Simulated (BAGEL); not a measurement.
**C5H12Si (vinyltrimethylsilane), step by step**

Wanted: a single-point energy (HF/cc-pVDZ), then a single-point energy (NEVPT2(2,2)/cc-pVDZ) of C5H12Si (vinyltrimethylsilane). 

Program for the calculation: BAGEL 1.2.2.

## 1. The system as given

The species is C5H12Si (18 atoms), meant as a singlet with charge 0. SMILES: `C=C[Si](C)(C)C`. The C5–H14 distance was set to 2.078 Å, away from the relaxed value. At this shape a bond of the SMILES string is far longer than usual.

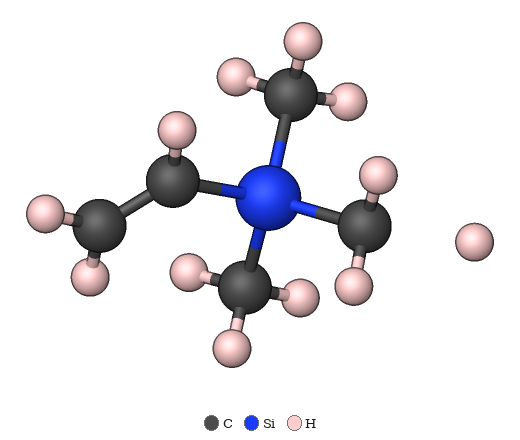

Viewed from a chosen angle; carbon dark grey, silicon blue, hydrogen pink.

## 2. A single-point energy at HF/cc-pVDZ (density fitting with svp-jkfit) (run 1)

input.json

```json
{ "bagel": [

{
  "title": "molecule",
  "basis": "cc-pvdz.json",
  "df_basis": "svp-jkfit",
  "geometry": [
    { "atom": "C", "xyz": [ -6.49959962, -1.18650423,  0.62964730 ] },
    { "atom": "C", "xyz": [ -4.86787781, -0.04830329, -0.90736145 ] },
    { "atom": "Si", "xyz": [ -1.37186558,  0.05852293, -0.41414293 ] },
    { "atom": "C", "xyz": [ -0.53328071, -1.67106780,  2.55748920 ] },
    { "atom": "C", "xyz": [ -0.34893793,  3.44370272, -0.18062947 ] },
    { "atom": "C", "xyz": [  0.22517977, -1.45408945, -3.19298520 ] },
    { "atom": "H", "xyz": [ -8.52230577, -1.20441884,  0.27228119 ] },
    { "atom": "H", "xyz": [ -5.88498510, -2.16105489,  2.32973940 ] },
    { "atom": "H", "xyz": [ -5.64075689,  0.88747019, -2.57457232 ] },
    { "atom": "H", "xyz": [ -1.43133526, -0.81691160,  4.20980903 ] },
    { "atom": "H", "xyz": [  1.51004235, -1.62503408,  2.86116818 ] },
    { "atom": "H", "xyz": [ -1.10838106, -3.65284249,  2.46772721 ] },
    { "atom": "H", "xyz": [ -1.23599427,  4.37717073,  1.43393363 ] },
    { "atom": "H", "xyz": [  3.54469157,  3.71108196,  0.24989738 ] },
    { "atom": "H", "xyz": [ -0.86734650,  4.49628017, -1.88132629 ] },
    { "atom": "H", "xyz": [ -0.31824878, -3.43852865, -3.37131865 ] },
    { "atom": "H", "xyz": [ -0.28370458, -0.49972107, -4.95343516 ] },
    { "atom": "H", "xyz": [  2.28125848, -1.36878721, -3.00274647 ] }
  ]
},
{ "title": "hf" },
{ "title": "print", "file": "orbitals.molden", "orbitals": true }

]}
```

The basis set cc-pVDZ is read from a file made from the Basis Set Exchange's data (not shown).

Launch:

```sh
BAGEL_NUM_THREADS=1 BAGEL input.json > input.out
```

Log:

```text
* using 1 threads per process

  ===============================================================
  ===============================================================

  *** Geometry ***

  { "atom" : "C", "xyz" : [     -6.499600,     -1.186504,      0.629647 ] },
  { "atom" : "C", "xyz" : [     -4.867878,     -0.048303,     -0.907361 ] },
  { "atom" : "Si", "xyz" : [     -1.371866,      0.058523,     -0.414143 ] },
  { "atom" : "C", "xyz" : [     -0.533281,     -1.671068,      2.557489 ] },
  { "atom" : "C", "xyz" : [     -0.348938,      3.443703,     -0.180629 ] },
  { "atom" : "C", "xyz" : [      0.225180,     -1.454089,     -3.192985 ] },
  { "atom" : "H", "xyz" : [     -8.522306,     -1.204419,      0.272281 ] },
  { "atom" : "H", "xyz" : [     -5.884985,     -2.161055,      2.329739 ] },
  { "atom" : "H", "xyz" : [     -5.640757,      0.887470,     -2.574572 ] },
  { "atom" : "H", "xyz" : [     -1.431335,     -0.816912,      4.209809 ] },
  { "atom" : "H", "xyz" : [      1.510042,     -1.625034,      2.861168 ] },
  { "atom" : "H", "xyz" : [     -1.108381,     -3.652842,      2.467727 ] },
  { "atom" : "H", "xyz" : [     -1.235994,      4.377171,      1.433934 ] },
  { "atom" : "H", "xyz" : [      3.544692,      3.711082,      0.249897 ] },
  { "atom" : "H", "xyz" : [     -0.867347,      4.496280,     -1.881326 ] },
  { "atom" : "H", "xyz" : [     -0.318249,     -3.438529,     -3.371319 ] },
  { "atom" : "H", "xyz" : [     -0.283705,     -0.499721,     -4.953435 ] },
  { "atom" : "H", "xyz" : [      2.281258,     -1.368787,     -3.002746 ] },

  Number of auxiliary basis functions:      719

  Since a DF basis is specified, we compute 2- and 3-index integrals:
    o Being stored without compression. Storage requirement is 0.126 GB

  Number of basis functions:      148
  Number of electrons      :       56

    * METHOD: MOLECULE                             0.88

  *** RHF ***

  === Nuclear Repulsion ===
   296.9851873081

      * DIIS with orbital gradients will be used.

  === RHF iteration (cc-pvdz.json) ===
      0       -484.76093873          0.01310453           0.32
      1       -485.04312149          0.00689854           0.30
      2       -485.11857971          0.00151584           0.30
      3       -485.12356570          0.00058029           0.30
      4       -485.12419299          0.00008791           0.30
      5       -485.12422946          0.00003109           0.30
      6       -485.12423284          0.00001431           0.30
      7       -485.12423347          0.00000422           0.30
      8       -485.12423353          0.00000157           0.30
      9       -485.12423353          0.00000044           0.30
     10       -485.12423354          0.00000023           0.29
     11       -485.12423354          0.00000010           0.30
     12       -485.12423354          0.00000004           0.30
     13       -485.12423354          0.00000001           0.30
     14       -485.12423354          0.00000001           0.30
    * SCF iteration converged.

    * Permanent dipole moment:
           (    0.747515,     0.188308,     0.032426) a.u.

    * METHOD: HF                                   5.11

    * METHOD: PRINT                                0.05

  ===============================================================
```

Wall time 6.3 s (1 thread of Arm Neoverse V1, shared host); peak memory 0.35 GiB.

## 3. The energy at NEVPT2(2,2)/cc-pVDZ (density fitting with svp-jkfit) (run 2)

input.json

```json
{ "bagel" : [

{
  "title" : "molecule",
  "basis" : "cc-pvdz.json",
  "df_basis" : "svp-jkfit",
  "geometry" : [
    { "atom" : "C", "xyz" : [    -6.49959962,    -1.18650423,     0.62964730 ] },
    { "atom" : "C", "xyz" : [    -4.86787781,    -0.04830329,    -0.90736145 ] },
    { "atom" : "Si", "xyz" : [    -1.37186558,     0.05852293,    -0.41414293 ] },
    { "atom" : "C", "xyz" : [    -0.53328071,    -1.67106780,     2.55748920 ] },
    { "atom" : "C", "xyz" : [    -0.34893793,     3.44370272,    -0.18062947 ] },
    { "atom" : "C", "xyz" : [     0.22517977,    -1.45408945,    -3.19298520 ] },
    { "atom" : "H", "xyz" : [    -8.52230577,    -1.20441884,     0.27228119 ] },
    { "atom" : "H", "xyz" : [    -5.88498510,    -2.16105489,     2.32973940 ] },
    { "atom" : "H", "xyz" : [    -5.64075689,     0.88747019,    -2.57457232 ] },
    { "atom" : "H", "xyz" : [    -1.43133526,    -0.81691160,     4.20980903 ] },
    { "atom" : "H", "xyz" : [     1.51004235,    -1.62503408,     2.86116818 ] },
    { "atom" : "H", "xyz" : [    -1.10838106,    -3.65284249,     2.46772721 ] },
    { "atom" : "H", "xyz" : [    -1.23599427,     4.37717073,     1.43393363 ] },
    { "atom" : "H", "xyz" : [     3.54469157,     3.71108196,     0.24989738 ] },
    { "atom" : "H", "xyz" : [    -0.86734650,     4.49628017,    -1.88132629 ] },
    { "atom" : "H", "xyz" : [    -0.31824878,    -3.43852865,    -3.37131865 ] },
    { "atom" : "H", "xyz" : [    -0.28370458,    -0.49972107,    -4.95343516 ] },
    { "atom" : "H", "xyz" : [     2.28125848,    -1.36878721,    -3.00274647 ] }
  ]
},

{
  "title" : "hf"
},

{
  "title" : "nevpt2",
  "nstate" : 1,
  "nact" : 2,
  "nclosed" : 27,
  "active" : [28, 29],
  "maxiter" : 200,
  "natocc" : true,
  "ncore" : 10
},

{
  "title" : "print",
  "file" : "orbitals.molden",
  "orbitals" : true
}

]}
```

The basis set cc-pVDZ is read from a file made from the Basis Set Exchange's data (not shown).

Launch:

```sh
BAGEL_NUM_THREADS=1 BAGEL input.json > input.out
```

Log:

```text
* using 1 threads per process

  ===============================================================
  ===============================================================

  *** Geometry ***

  { "atom" : "C", "xyz" : [     -6.499600,     -1.186504,      0.629647 ] },
  { "atom" : "C", "xyz" : [     -4.867878,     -0.048303,     -0.907361 ] },
  { "atom" : "Si", "xyz" : [     -1.371866,      0.058523,     -0.414143 ] },
[... 14 lines of this table left out ...]
  { "atom" : "H", "xyz" : [      2.281258,     -1.368787,     -3.002746 ] },

  Number of auxiliary basis functions:      719

  Since a DF basis is specified, we compute 2- and 3-index integrals:
    o Being stored without compression. Storage requirement is 0.126 GB

  Number of basis functions:      148
  Number of electrons      :       56

    * METHOD: MOLECULE                             0.89

  *** RHF ***

[... 11 lines left out ...]
    * SCF iteration converged.
[... 1 line left out ...]
    * Permanent dipole moment:
[... 22 lines left out ...]
      0  0      -485.14462439     1.67e-03      0.08

      1  0      -485.16898279     1.42e-03      1.62
[... 19 lines of this table left out ...]
     11  0      -485.17987409     4.15e-09      1.32

    * Second-order optimization converged. *

     guess   0:   closed 1.                   open ..

  === FCI iteration ===

      0  0      -485.11909438     8.39e-02      0.00
      1  0      -485.17921103     8.26e-03      0.00
      2  0 *    -485.17987409     9.10e-16      0.00

     * ci vector, state   0, <S^2> = 0.0000
       2.     0.9400078590
       .2    -0.3411527884

  === DF-NEVPT2 calculation ===

    * 3-index integral transformation done
    * assembly done

      NEVPT2 correlation energy:   -0.7795658874      1.14

          (+0)     -0.7291608657
          (+0)'    -0.0122130351
          (+1)     -0.0078310491
          (+1)'    -0.0000000000
          (+2)     -0.0003632496
          (-1)     -0.0271709610
          (-1)'     0.0000000000
          (-2)     -0.0028267269

      NEVPT2 total energy:       -485.9594399803

    * METHOD: NEVPT2                              20.36

    * METHOD: PRINT                                0.05

  ===============================================================
```

Wall time 27 s (1 thread of Arm Neoverse V1, shared host); peak memory 0.35 GiB.

## 4. Results

```
                                quantity          value
         run 1, HF/cc-pVDZ: total energy  -485.12423 Eh
        run 1, HF/cc-pVDZ: dipole moment         1.96 D
          run 1, HF/cc-pVDZ: HOMO energy       -9.55 eV
          run 1, HF/cc-pVDZ: LUMO energy        1.50 eV
        run 1, HF/cc-pVDZ: HOMO–LUMO gap       11.05 eV
run 2, NEVPT2(2,2)/cc-pVDZ: total energy  -485.95944 Eh
```
